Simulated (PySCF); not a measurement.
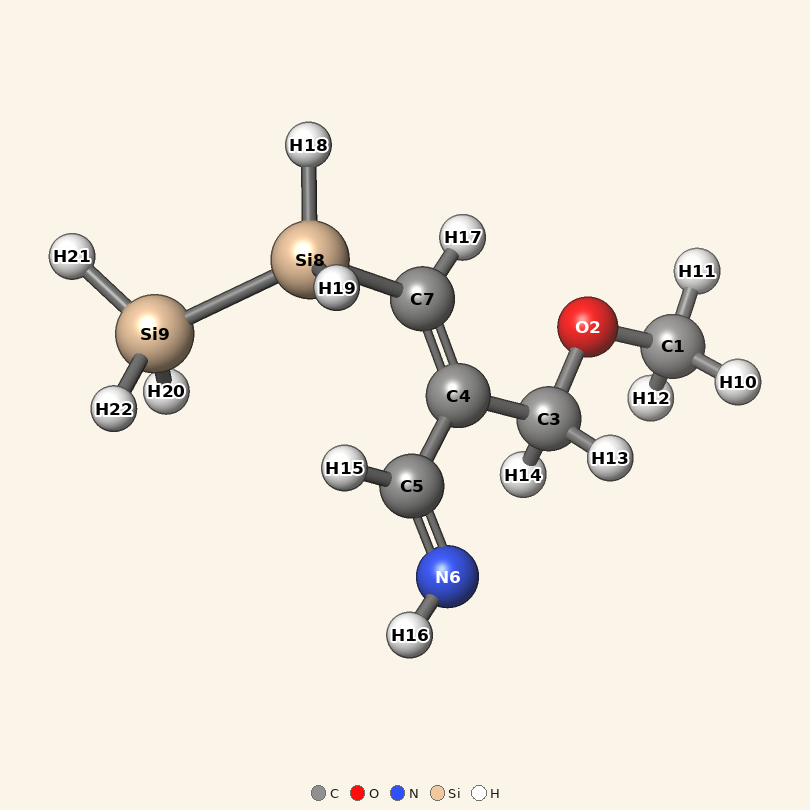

The computed structure is the end point of a GFN2-xTB optimisation. No frequency run is at hand to confirm it as a minimum. Electric field gradients from the ground-state density, PBE0/pcSseg-1 (PySCF 2.14.0), non-relativistic apart from any core potentials.

Give the largest field-gradient component, the quadrupole coupling constant and the asymmetry for 17O at O2 (Q = −25.6 mb), 14N at N6 (Q = 20.44 mb), 2H at H10 (Q = 2.86 mb), 2H at H11 (Q = 2.86 mb), 2H at H12 (Q = 2.86 mb), 2H at H13 (Q = 2.86 mb).

```
atom  V_zz (a.u.)  e²qQ/h (MHz)     η
  O2       −2.077         12.49  0.94
  N6       −1.005         −4.83  0.39
 H10        0.288         0.194  0.08
 H11        0.306         0.206  0.07
 H12        0.288         0.194  0.08
 H13        0.278         0.187  0.07
```

The geometry is semi-empirical. Around Si such bond lengths and angles can be off by a tenth of an ångström or more and by several degrees, and values that hang on the shape move with them.
